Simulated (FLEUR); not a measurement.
Band structure of TaAu (P4/mmm, 2 atoms in the cell).

```xyz
2
Lattice="2.9559 0.0000 0.0000 0.0000 2.9559 0.0000 0.0000 0.0000 4.1581" Properties=species:S:1:pos:R:3 pbc="T T T"
Ta     1.4779     1.4779     2.0790
Au     0.0000     0.0000     0.0000
```

Method: LDA (Perdew-Zunger), all-electron FLAPW (FLEUR), scalar-relativistic valence in FLEUR.

Settings: Kmax = 3.9 1/bohr; GmaxXC = 13.7 1/bohr; xcFunctional = pz; jspins = 1; l_soc = F; mode = hist; fermiSmearingEnergy = 0.00367493 Htr; mesh (inpgen div1-3) = 9 9 7; inpgen gamma flag = false; Gmax = 13.7 1/bohr; numbands = 0; maxIterBroyd = 15; imix = Anderson; alpha = 0.05.

The starting cell comes from a database of computed structures (which also holds hypothetical and non-ambient phases and stackings), without a prior relaxation at this level. Its lattice was rescaled by a random factor within 2.5 % of one. Spin-orbit coupling is off. Spin polarisation is off. Values depend on the basis (sphere radii, cutoffs, local orbitals), which need not be converged.

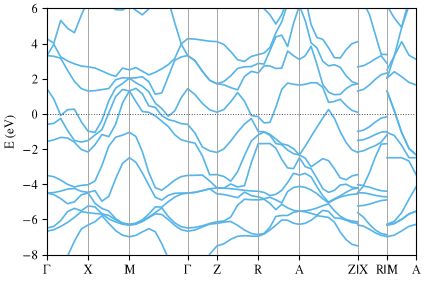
*Bands along the path, energies from the Fermi level.*

Levels in eV from the Fermi level, bands 19 to 26:
```tsv
point	19	20	21	22	23	24	25	26
Γ	-4.50	-3.50	-1.57	-0.59	1.44	3.32	3.32	4.28
X	-4.46	-4.03	-2.17	-1.51	-0.99	1.30	2.68	6.49
M	-2.49	-1.05	1.31	1.31	2.04	2.04	2.50	6.16
Z	-4.21	-4.21	-3.45	-2.19	0.10	1.72	1.72	4.11
R	-4.40	-1.69	-1.19	-1.00	-0.16	2.33	2.88	3.38
A	-3.48	-2.49	-2.33	-2.33	1.64	3.10	6.17	7.63
```
